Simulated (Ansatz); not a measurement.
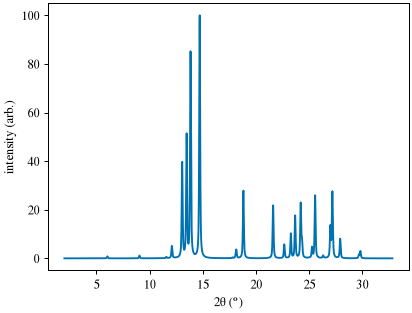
Figure: Simulated powder pattern, Ag Kα, λ = 0.560885 Å

The pattern belongs to a structure relaxed with plane-wave PAW PBE (Ansatz code).

Question: Which of these materials gives this?
(A) AlAg, rock salt
(B) Ag, A15 (β-W type)
(C) SiGe, Pmma (Si on 2e, Ge on 2f)
(D) NbAg, Pmma (Ag on 2e, Nb on 2f)

Answer: D, NbAg, Pmma (Ag on 2e, Nb on 2f)

The start of the workflow was typed in or built on a structure type; neither database checked (COD, Materials Project) lists it. Its standing as an ambient phase is unchecked. The PBE relaxation kept the symmetry of its start; whether a distortion lowers the energy is not shown. No spin polarisation was allowed. Its formation energy is positive at this level, so the cell may be metastable or incomplete.

Potentials: the earlier of the program's two PAW sets.
